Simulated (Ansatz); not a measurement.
## Scan of one atom of the cell for MoTe2 (2H-MoS2 type, space group P6_3/mmc)

MoTe2 (2H-MoS2 type, space group P6_3/mmc)

```yaml
crystal:
  lattice:
    - [3.54193, 0.00000, 0.00000]
    - [-1.77097, 3.06740, 0.00000]
    - [0.00000, 0.00000, 14.18201]
  atoms:
    - { symbol: Mo, position: [0.33333, 0.66667, 0.75000] }
    - { symbol: Mo, position: [0.66667, 0.33333, 0.25000] }
    - { symbol: Te, position: [0.33333, 0.66667, 0.12347] }
    - { symbol: Te, position: [0.66667, 0.33333, 0.62347] }
    - { symbol: Te, position: [0.66667, 0.33333, 0.87653] }
    - { symbol: Te, position: [0.33333, 0.66667, 0.37653] }
```

In this cell atom 1 (Mo, nearest neighbour Te at 2.721 Å; its periodic images, 3.5 Å or more away, move with it) is moved by s along Cartesian x, unit vector (1.000, 0.000, 0.000); all other atoms and the cell stay fixed.

All values below come from r2SCAN+rVV10 (plane waves to 500 eV, PAW, scalar-relativistic; Ansatz, a first-principles code). k mesh 9×9×2 (Γ-centred), Fermi-Dirac smearing 0.05 eV. Energies are smeared free energies. Compression counts positive. As the smearing reaches across the gap at some points, energies and forces of such displacements shift with the k mesh and the smearing. MoTe2 is run without spin polarisation. MoTe2 was relaxed with its symmetry unable to fall. Spin-orbit coupling is left out, though Te is heavy. The PAW data are Ansatz's earlier set. The zero of ΔE is the undisplaced structure.

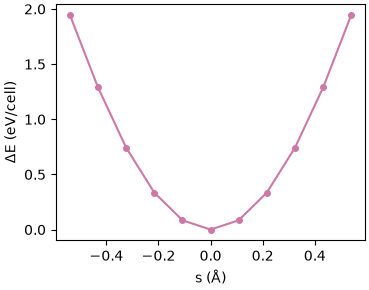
ΔE (eV/cell) against s (Å); one marker a computed point.

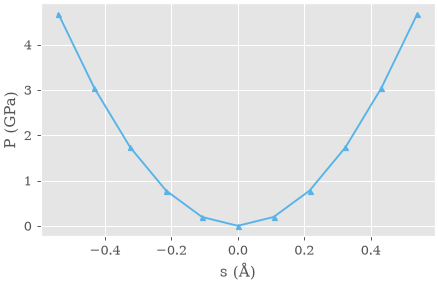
P (GPa) against s (Å); computed points joined by lines.

The force constant k = d²E/ds² at s = 0 (finite differences) is 14.6 eV/Å² and the energy at s = 0.540 Å is 1947 meV/cell. The force along the line at s = -0.540 Å comes out as 6.50 eV/Å. Harmonic estimate at the end of the scan: ½ks² = 2124 meV/cell against the computed 1947 meV/cell, so the well is softer than harmonic there. Shape of the curve: a single well with its minimum at or next to zero displacement.

The forces along the line at the two nearest points give (1.563 − (-1.563)) / (2·0.108) = 14.47 eV/Å²; the next pair corrects for the finite step.

(A displaced cell: forces are minus the slopes of the energy, force constants its curvatures, and phonons follow from these.)
